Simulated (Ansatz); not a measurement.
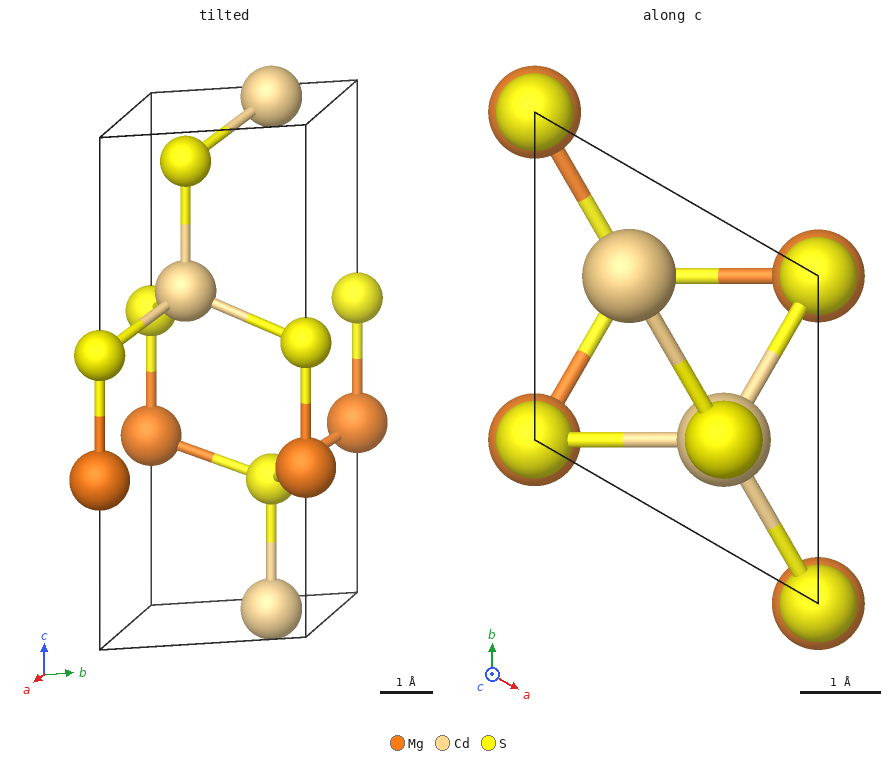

We look at a ball-and-stick model of the crystal slightly off an axis and along the c axis. The lines enclose the conventional unit cell; boundary atoms appear with their images.

MgCd2S3, space group P3m1 (No. 156), a = 4.139 Å, b = 4.139 Å, c = 10.121 Å, α = 90.00°, β = 90.00°, γ = 120.00°. Its origin is a structure type filled with these elements by a generator (whether the compound takes this form wasn't checked). Earlier steps of the study, as a rule a relaxation of our own, may have changed the cell and positions, so they can lie some per cent off the listed ones. It went into a calculation with Ansatz.

This one geometry was computed with Ansatz (DFT, plane waves, PAW) at three levels of theory: LDA, HSE06 and PBE.

### Which level gives the highest pressure at this volume, and what does that say about its equilibrium volume?

Highest: PBE (0.0 GPa), which points to the largest equilibrium volume. Lowest, with the smallest volume: LDA (-4.3 GPa). Levels within 0.5 GPa of each other can't be told apart.

### How does the band gap change with the level of theory?

LDA: a gap of 1.26 eV, direct; PBE: a gap of 1.53 eV, direct; HSE06: a gap of 2.54 eV, direct.

### Collect the results in a table.

| level | cutoff (eV) | k-mesh of the run's cell | gap (eV) | pressure (GPa) |
| --- | --- | --- | --- | --- |
| LDA | 420 | 12×12×4 | 1.26 | -4.3 |
| HSE06 | 420 | 6×6×2 | 2.54 | -1.1 |
| PBE | 420 | 12×12×4 | 1.53 | 0.0 |

Gaps are taken on the k-mesh or band path of each run.
